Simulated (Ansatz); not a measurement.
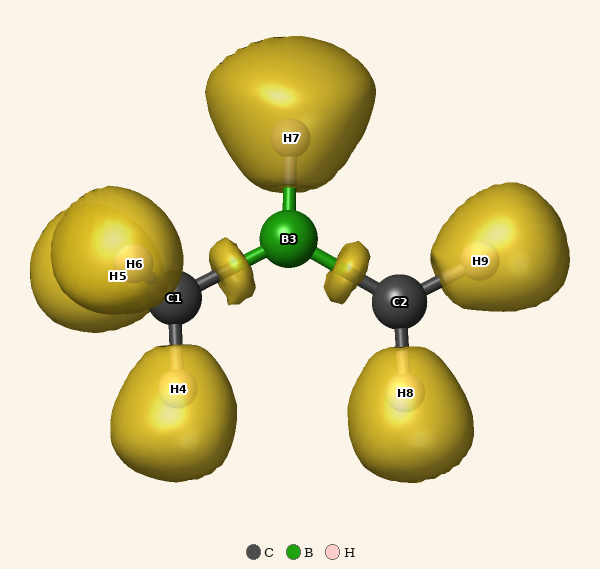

C2H6B (SMILES [CH2]BC) (doublet). Isosurface of the ELF at 0.9 (yellow), seen across its widest extent. Only the valence region is drawn (cores and ρ < 0.01 e/Å³ removed).

Geometry: PBE0-D3(BJ)/def2-SVP.

Method: isolated molecule in a Gaussian basis; Kohn-Sham density functional theory, functional PBE0 (Ansatz).

The calculation's input:

```
crystal:
  periodic: [false, false, false]
  atoms:
    - {symbol: C, position_ang: [-1.185296, -1.955518, 0.505021]}
    - {symbol: C, position_ang: [-1.254916, -1.326788, -2.151949]}
    - {symbol: B, position_ang: [-1.491102, -0.970625, -0.674125]}
    - {symbol: H, position_ang: [-0.782746, -2.935792, 0.209258]}
    - {symbol: H, position_ang: [-2.102337, -2.116222, 1.100618]}
    - {symbol: H, position_ang: [-0.477877, -1.481958, 1.209800]}
    - {symbol: H, position_ang: [-1.937006, 0.129820, -0.413987]}
    - {symbol: H, position_ang: [-0.854985, -2.297454, -2.472541]}
    - {symbol: H, position_ang: [-1.468892, -0.638048, -2.977485]}
basis:
  gaussian:
    orbitals: def2-TZVPD
output:
  forces: true
  orbitals: {seedname: orbitals}
hamiltonian:
  xc: {name: PBE0}
magnetization:
  spin_polarized: true
  initial_magnetization: 1
```

Command:

```sh
ansatz run input.yaml --threads 1 --pin off --max-ram 2610MiB --events-out events.jsonl --progress --plain --runs-dir runs
```

Question: Where are the electrons localised?

Answer: At this value the surface marks out two regions between bonded B–C atoms (shared pairs) and six regions around hydrogen nuclei.

Values along the shortest contacts:
C–B (1.54 Å): the ELF peaks at about 0.95 between the atoms; a covalent bond. C–H (1.10 Å): the ELF climbs to about 1 towards the hydrogen, as it does in any bond to H: a covalent bond by its length.
